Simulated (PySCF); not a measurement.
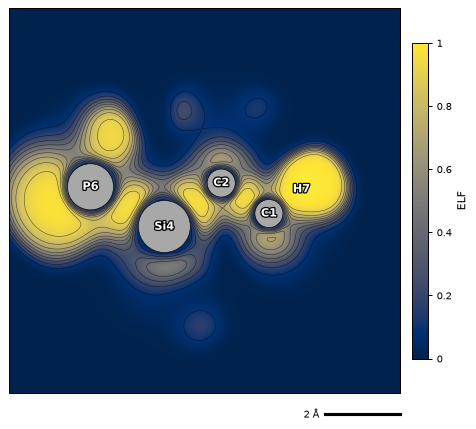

Figure. C$_{3}$H$_{12}$P$_{2}$Si (SMILES CC(C)[SiH](P)P). Electron localisation function on the plane of atoms C2, Si4 and P6. Grey discs cover the atomic cores.

Geometry: GFN2-xTB.

Level of theory: PySCF 2.14.0, PBE0/pcSseg-1, SCF density, gas phase, non-relativistic.

The calculation's input:

```
{"job": {"kind": "nmr", "xc": "PBE0", "basis": "pcSseg-1"}, "charge": 0, "multiplicity": 1}
C     -1.213860    -1.310317     0.932245
C     -0.695354     0.102924     0.692592
C     -1.490176     0.771659    -0.424438
Si     1.179248     0.051601     0.255993
P      1.329082    -1.294685    -1.547448
P      2.074653     2.062550    -0.238299
H     -2.278091    -1.296565     1.162428
H     -0.689407    -1.783432     1.759288
H     -1.067552    -1.917373     0.038479
H     -0.830453     0.683193     1.610743
H     -1.354471     0.228653    -1.359856
H     -2.553504     0.781144    -0.188401
H     -1.166565     1.801070    -0.572842
H      1.930639    -0.425154     1.434350
H      2.662788    -1.016901    -1.787375
H      1.632757    -2.429908    -0.819189
H      1.385264     2.209365    -1.428180
H      1.136242     2.788495     0.468254
```

Run with:

```sh
OMP_NUM_THREADS=1 python probes_run.py task.json out
```

What do the fields say about this system?

Atoms in the plane: C, Si, P and H. C–C (1.52 Å): the ELF peaks at about 0.95 between the atoms, as expected for localised, covalent bonding. C–Si (1.93 Å): the ELF peaks at about 0.95 between the atoms (a covalent bond). Si–P (2.26 Å): the ELF peaks at about 0.95 between the atoms: a shared electron pair. C–H (1.09 Å): the ELF climbs to about 1 towards the hydrogen, as it does in any bond to H (an ordinary covalent bond to hydrogen). The ELF also peaks beside P6, away from the bonds: lone-pair regions.
